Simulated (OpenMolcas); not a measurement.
Geometry relaxation, with input and output: HF (part 2 of 5)

HF; HF/6-31G*, RHF (OpenMolcas 26.06). The geometry comes from this level: PBE0-D4/def2-TZVP.

Geometry of the input (Å):
```
F  -0.3900  0.1446  -0.1964
H  0.3900  -0.1446  0.1964
```

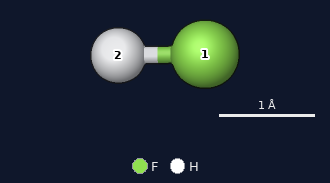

*The input geometry (ball-and-stick view, seen on its broad side; atoms are numbered from 1 in the order of the input).*

## The program's output, continued
```
*****************************************************************************************************************
*****************************************************************************************************************

++ Geometry section

********************************************************************************
  Geometrical information of the new structure
********************************************************************************

 *********************************************************
 * Nuclear coordinates for the next iteration / bohr     *
 *********************************************************
  ATOM              X               Y               Z
  F1              -0.730814        0.270963       -0.368031
  H2               0.730814       -0.270963        0.368031

 *********************************************************
 * Nuclear coordinates for the next iteration / angstrom *
 *********************************************************
  ATOM              X               Y               Z
  F1              -0.386730        0.143388       -0.194753
  H2               0.386730       -0.143388        0.194753

                    ***************************************
                    *    InterNuclear Distances / bohr    *
                    ***************************************

               1 F1            2 H2
    1 F1       0.000000
    2 H2       1.723899        0.000000

                    *******************************************
                    *    InterNuclear Distances / angstrom    *
                    *******************************************

               1 F1            2 H2
    1 F1       0.000000
    2 H2       0.912248        0.000000
--
--- Stop Module: slapaf /rc=_RC_CONTINUE_LOOP_ ---

>>> END DO

--- Start Module: seward ---
--- Stop Module: seward /rc=_RC_ALL_IS_WELL_ ---

--- Start Module: scf ---
--- Stop Module: scf /rc=_RC_ALL_IS_WELL_ ---

--- Start Module: slapaf ---
--- Stop Module: slapaf /rc=_RC_INVOKED_OTHER_MODULE_ ---

--- Start Module: alaska ---
--- Stop Module: alaska /rc=_RC_ALL_IS_WELL_ ---

--- Start Module: slapaf ---

**********************************************************************************************************************
*                                    Energy Statistics for Geometry Optimization                                     *
**********************************************************************************************************************
                       Energy     Grad      Grad              Step                 Estimated   Geom       Hessian
Iter      Energy       Change     Norm      Max    Element    Max     Element     Final Energy Update Update   Index
  1   -100.00280933  0.00000000 0.016049 -0.011348 nrc001  -0.014576  nrc001     -100.00289203 RS-RFO  None      0
  2   -100.00290492 -0.00009559 0.002376 -0.001680 nrc001  -0.002454  nrc001     -100.00290699 RS-RFO  BFGS      0

       +----------------------------------+----------------------------------+
       +    Cartesian Displacements       +    Gradient in internals         +
       +  Value      Threshold Converged? +  Value      Threshold Converged? +
 +-----+----------------------------------+----------------------------------+
 + RMS + 1.2271E-03  1.2000E-03     No    + 2.3762E-03  3.0000E-04     No    +
 +-----+----------------------------------+----------------------------------+
 + Max + 1.2271E-03  1.8000E-03     Yes   + 1.6802E-03  4.5000E-04     No    +
 +-----+----------------------------------+----------------------------------+

 Convergence not reached yet!

*****************************************************************************************************************
*****************************************************************************************************************

++ Geometry section

********************************************************************************
  Geometrical information of the new structure
********************************************************************************

 *********************************************************
 * Nuclear coordinates for the next iteration / bohr     *
 *********************************************************
  ATOM              X               Y               Z
  F1              -0.729774        0.270578       -0.367507
  H2               0.729774       -0.270578        0.367507

 *********************************************************
 * Nuclear coordinates for the next iteration / angstrom *
 *********************************************************
  ATOM              X               Y               Z
  F1              -0.386180        0.143184       -0.194476
  H2               0.386180       -0.143184        0.194476

--
--- Stop Module: slapaf /rc=_RC_CONTINUE_LOOP_ ---

>>> END DO

--- Start Module: seward ---
--- Stop Module: seward /rc=_RC_ALL_IS_WELL_ ---

--- Start Module: scf ---
--- Stop Module: scf /rc=_RC_ALL_IS_WELL_ ---

--- Start Module: slapaf ---
--- Stop Module: slapaf /rc=_RC_INVOKED_OTHER_MODULE_ ---

--- Start Module: alaska ---
--- Stop Module: alaska /rc=_RC_ALL_IS_WELL_ ---

--- Start Module: slapaf ---

**********************************************************************************************************************
*                                    Energy Statistics for Geometry Optimization                                     *
**********************************************************************************************************************
                       Energy     Grad      Grad              Step                 Estimated   Geom       Hessian
Iter      Energy       Change     Norm      Max    Element    Max     Element     Final Energy Update Update   Index
  1   -100.00280933  0.00000000 0.016049 -0.011348 nrc001  -0.014576  nrc001     -100.00289203 RS-RFO  None      0
  2   -100.00290492 -0.00009559 0.002376 -0.001680 nrc001  -0.002454  nrc001     -100.00290699 RS-RFO  BFGS      0
  3   -100.00290699 -0.00000207 0.000001 -0.000001 nrc001  -0.000001  nrc001     -100.00290699 RS-RFO  BFGS      0

       +----------------------------------+----------------------------------+
       +    Cartesian Displacements       +    Gradient in internals         +
       +  Value      Threshold Converged? +  Value      Threshold Converged? +
 +-----+----------------------------------+----------------------------------+
 + RMS + 4.6457E-07  1.2000E-03     Yes   + 9.0434E-07  3.0000E-04     Yes   +
 +-----+----------------------------------+----------------------------------+
 + Max + 4.6476E-07  1.8000E-03     Yes   + 6.3947E-07  4.5000E-04     Yes   +
 +-----+----------------------------------+----------------------------------+

 Geometry is converged in   3 iterations to a Minimum Structure

*****************************************************************************************************************
*****************************************************************************************************************

++ Geometry section

********************************************************************************
  Geometrical information of the final structure
********************************************************************************

  NOTE: on convergence the final predicted structure will be printed here.
  This is not identical to the structure printed in the head of the output.

 *********************************************************
 * Nuclear coordinates of the final structure / bohr     *
 *********************************************************
  ATOM              X               Y               Z
  F1              -0.729773        0.270577       -0.367506
  H2               0.729773       -0.270577        0.367506

 *********************************************************
 * Nuclear coordinates of the final structure / angstrom *
 *********************************************************
  ATOM              X               Y               Z
  F1              -0.386179        0.143183       -0.194476
  H2               0.386179       -0.143183        0.194476

                    ***************************************
                    *    InterNuclear Distances / bohr    *
                    ***************************************

               1 F1            2 H2
    1 F1       0.000000
    2 H2       1.721444        0.000000

                    *******************************************
                    *    InterNuclear Distances / angstrom    *
                    *******************************************

               1 F1            2 H2
    1 F1       0.000000
    2 H2       0.910949        0.000000
--
--- Stop Module: slapaf /rc=_RC_INVOKED_OTHER_MODULE_ ---

--- Start Module: last_energy ---

                                            &LAST_ENERGY

                       available to each process: 1.9 GB of memory, 1 thread

    Geometry read from RUNFILE

               SEWARD will generate:
                  Multipole Moment integrals up to order  2
                  Kinetic Energy integrals
                  Nuclear Attraction integrals (point charge)
                  One-Electron Hamiltonian integrals
                  Velocity integrals
                  Orbital angular momentum around ( -0.6627   0.2457  -0.3337 )
                  Velocity quadrupole around ( -0.6562   0.2433  -0.3305 )
                  Two-Electron Repulsion integrals

                   Integrals are discarded if absolute value <: 1.00E-14
                   Integral cutoff threshold is set to       <: 1.00E-16

            Nuclear Potential Energy              5.22816946 au

      Basis set specifications :
      Symmetry species         a
      Basis functions           17

++    Input section:
      --------------

      Header of the integral files:

      Cartesian coordinates in angstrom:
      -----------------------------------------------------
      No.  Label        X            Y            Z
      -----------------------------------------------------
       1   F1        -0.38617941   0.14318344  -0.19447599
       2   H2         0.38617941  -0.14318344   0.19447599
      -----------------------------------------------------
      Nuclear repulsion energy =    5.22816946
--

++    Orbital specifications:
      -----------------------

      Symmetry species               1
                                     a
      Frozen orbitals                0
      Occupied orbitals              5
      Secondary orbitals            12
      Deleted orbitals               0
      Total number of orbitals      17
      Number of basis functions     17
--

      Molecular charge                           0.000

++    Optimization specifications:
      ----------------------------

      SCF Algorithm: Conventional
      Minimized density differences are used
      Number of density matrices in core                 5
      Maximum number of NDDO SCF iterations            400
      Maximum number of HF SCF iterations              400
      Threshold for SCF energy change             1.00E-09
      Threshold for density matrix                1.00E-04
      Threshold for Fock matrix                   1.50E-04
      Threshold for linear dependence             1.00E-09
      Threshold at which DIIS is turned on        1.50E-01
      Maximum depth in the DIIS procedure                5
      Maximum depth in the BFGS Hessian update          30
      Threshold at which QNR/C2DIIS is turned on  7.50E-02
      Threshold for Norm(delta) (QNR/C2DIIS)      1.00E-03
      All orbitals punched on: SCFORB
--

      Detected old SCF orbitals

++ Convergence information
                                   SCF        iterations: Energy and convergence statistics

Iter     Tot. SCF        One-elec.       Two-elec.     Energy      Max Dij or  Max Fij      DNorm      TNorm      AccCon     Time
         Energy          Energy          Energy        Change      Delta Norm                                                in Sec.
   1  -100.002906987  -150.728041281    45.496964833   0.00E+00    1.97E-07    1.65E-07     3.75E+00   5.09E+01   None         0.
   2  -100.002906987  -150.728042991    45.496966543  -1.14E-13    6.74E-08    6.51E-08     7.46E-07   5.09E+01   EDIIS        0.

       Convergence after   2 Iterations
--

 *****************************************************************************************************************************
 *                                             SCF/KS-DFT Program, Final results                                             *
 *                                                       Final Results                                                       *
 *****************************************************************************************************************************
```
